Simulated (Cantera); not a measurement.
Feed: 1 mol PbO, 0.96 mol O₂, 17 mol N₂, 0.74 mol CO, at 0.100 bar.

Cantera equilibrium calculation (NASA polynomials, part measured and part estimated; ideal gas, pure solids and liquids). Candidate condensed phases: C, Pb, PbO, PbO₂, Pb₃O₄; 27 gas species. Gases not in the tables: (PbO)n polymers. The numbers say what is thermodynamically allowed, not how fast it happens.

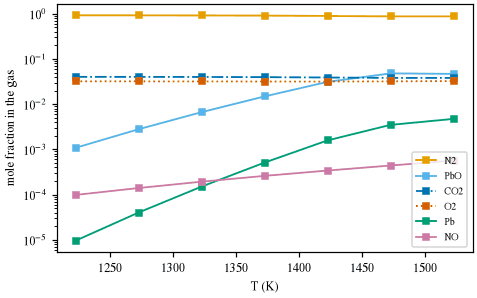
Fig. 1. Equilibrium gas composition (values under 1e-9 drawn at 1e-9)

From 1223 K to 1423 K the condensed part is PbO(l). From 1473 K to 1523 K nothing is condensed.
